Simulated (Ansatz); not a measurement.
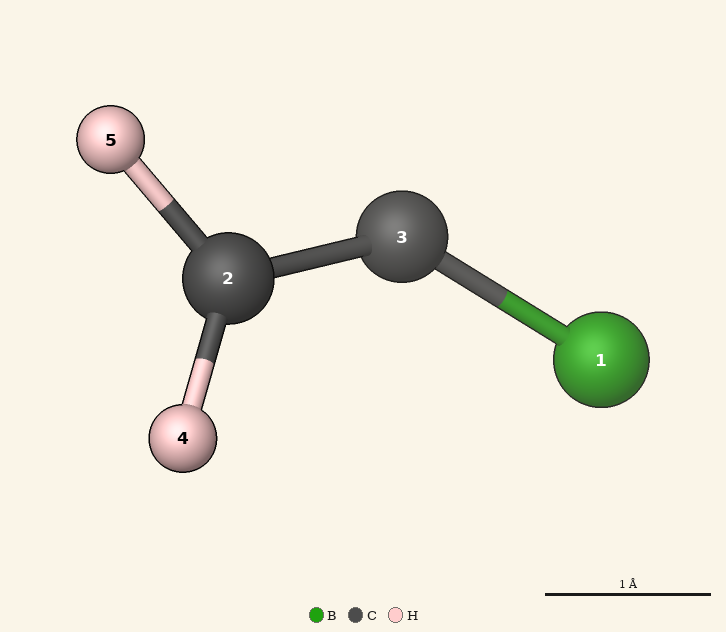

The atoms are numbered. Charge +1, singlet. The geometry was computed by an optimisation with PBE-D4/def2-SVP. No frequency run is at hand to confirm it as a minimum.

### How are the neighbours of atom 3 arranged?

C3 has 2 neighbours (B1 at 1.52, C2 at 1.31 Å); the arrangement is bent.

### How are the neighbours of atom 2 arranged?

C2 has 3 neighbours (C3 at 1.31, H4 at 1.12, H5 at 1.12 Å); the arrangement is trigonal planar.
